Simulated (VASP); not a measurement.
Consider the following.

```xyz
2
Lattice="0.0000 2.8994 2.8994 2.8994 0.0000 2.8994 2.8994 2.8994 0.0000" Properties=species:S:1:pos:R:3 pbc="T T T"
Nb     4.3491     4.3491     4.3491
Nb     2.8994     2.8994     2.8994
```

All values below come from PBEsol GGA, VASP's PBE PAW potentials (set 64) (plane waves; VASP). Run with 400 eV cut-off, 12×12×12 Γ-centred mesh, tetrahedra with Blöchl corrections, potentials Nb_sv.

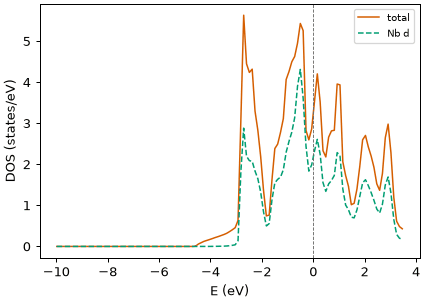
*Total and projected density of states, zero at the Fermi level*

Within 2 eV below the Fermi level the largest weight inside VASP's projection spheres is Nb d.

It has no gap at this level: it comes out as a metal or semimetal.

The structure was generated: Nb was put into the diamond type (Fd-3m), which need not be its known phase. It was relaxed first.
